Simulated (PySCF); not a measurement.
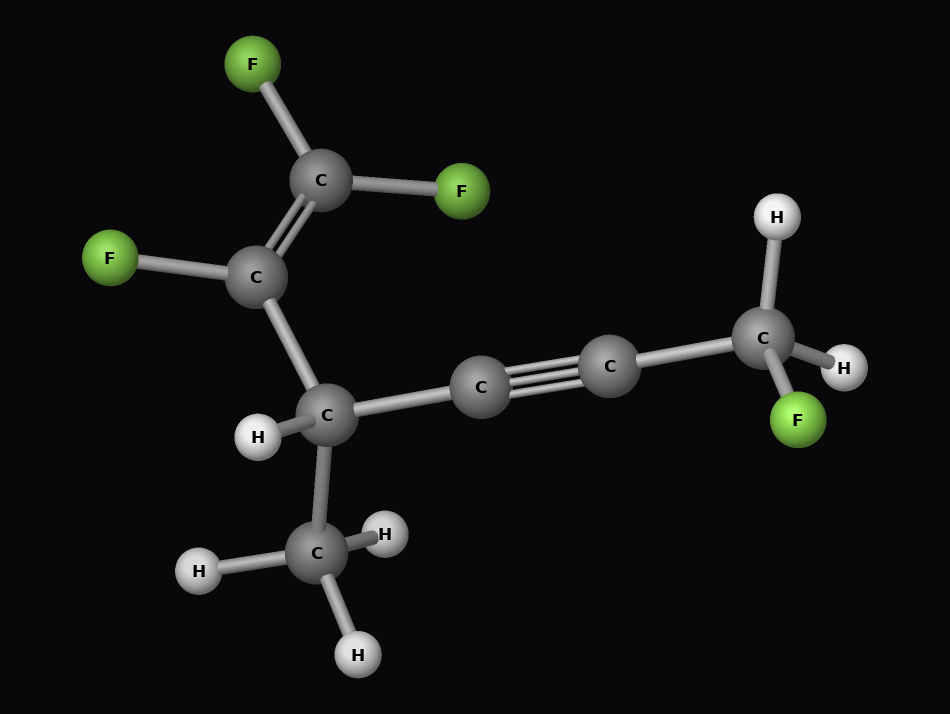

Description:

It has 17 atoms: 7 carbon, 6 hydrogen and 4 fluorine (C7H6F4). Its SMILES string is `C[C@@H](C#CCF)C(F)=C(F)F`. It has no ring. Among its groups: alkene, alkyne, C–F bond. The point group is C1. Coordination: 3 C tetrahedral; 2 C linear; 2 C trigonal planar.

The parts below concern this one geometry. Atoms keep their numbers from picture to picture. The geometry was computed by an optimisation with PBE0-D3(BJ)/def2-SVP. No frequency run is at hand to confirm it as a minimum.

## Excitation

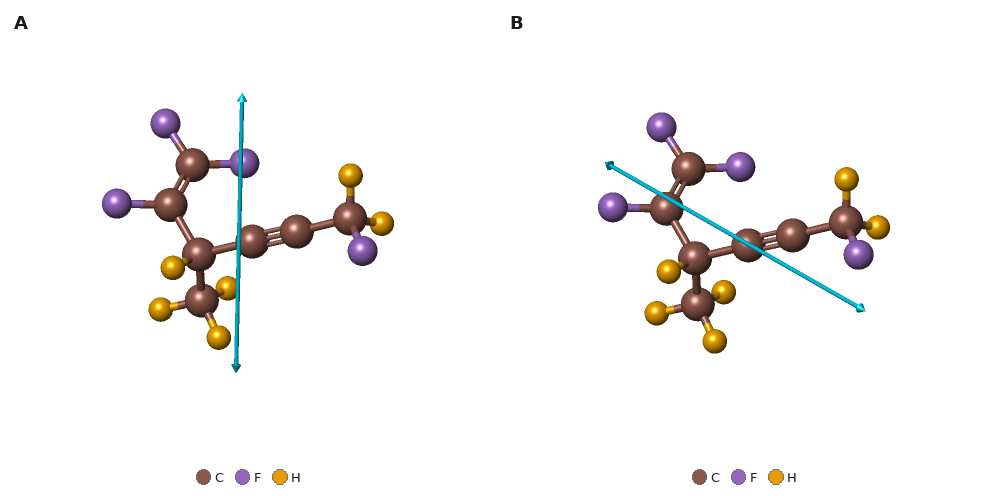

The double arrows show the directions of two transition dipoles from the ground state (lengths mean nothing). No frequency run is at hand to confirm it as a minimum. Level of theory: TDDFT ωB97X-D/def2-SVPD, vertical, gas phase, core orbitals frozen in the response (PySCF 2.14.0).

One belongs to singlet state 7 and one to singlet state 9. Which is which?

Answer. A: state 7, 7.63 eV (163 nm), oscillator strength 0.050, of mixed character, with the largest part HOMO−1 → LUMO+1 (weight 0.45).
B: state 9, 7.98 eV (155 nm), oscillator strength 0.065, of mixed character, with the largest part HOMO−2 → LUMO+1 (weight 0.26).

## NMR shielding

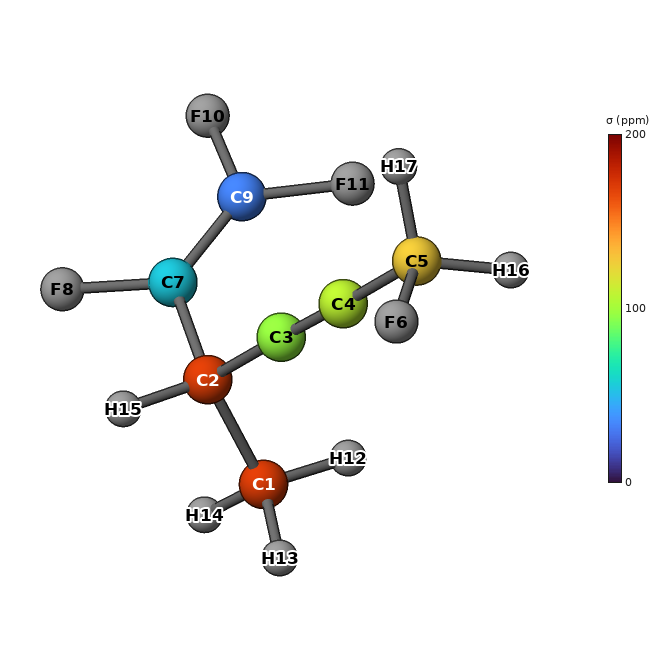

Atoms are coloured by their isotropic NMR shieldings (C only, the others grey). No frequency run is at hand to confirm it as a minimum. Properties computed with GIAO HF/pcSseg-2 NMR shielding, non-relativistic, gas phase (PySCF 2.14.0).

Which C atom is the most shielded (lowest chemical shift)?

Answer. C1 (169.1 ppm).

Which C atom is the least shielded (highest chemical shift)?

Answer. C9 (33.4 ppm).

How wide is the range of C shifts?

Answer. 135.7 ppm.

List the isotropic NMR shieldings of the C atoms.

```
atom  σ (ppm)
  C1    169.1
  C2    168.0
  C3     97.6
  C4    108.2
  C5    127.1
  C7     55.3
  C9     33.4
```

## Polarisability

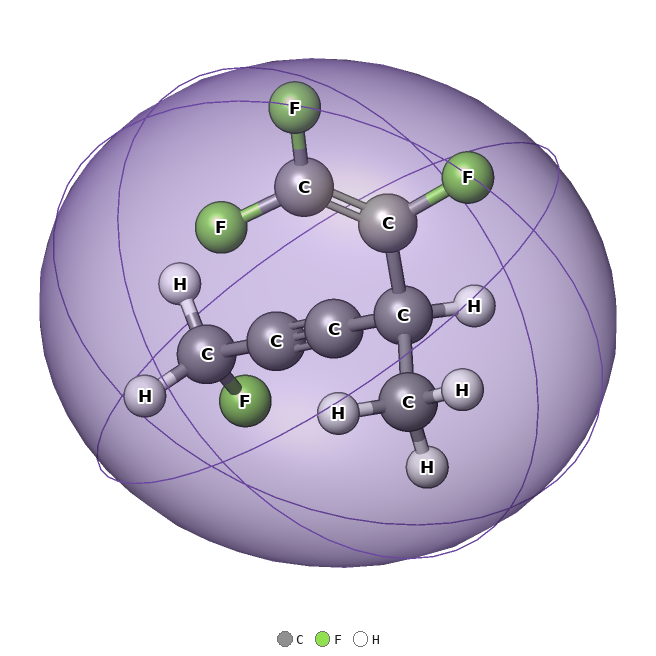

The ellipsoid shows the static dipole polarisability: its half-axes are proportional to the principal values. No frequency run is at hand to confirm it as a minimum. Computed with ωB97X-D/def2-SVPD (PySCF 2.14.0).

Give the principal values, the mean and the anisotropy.

Answer. Principal values 67.4, 84.6, 106.0 bohr³; mean 86.0 bohr³ (12.75 Å³); anisotropy 33.5 bohr³, so the longest axis is 1.57 times the shortest.
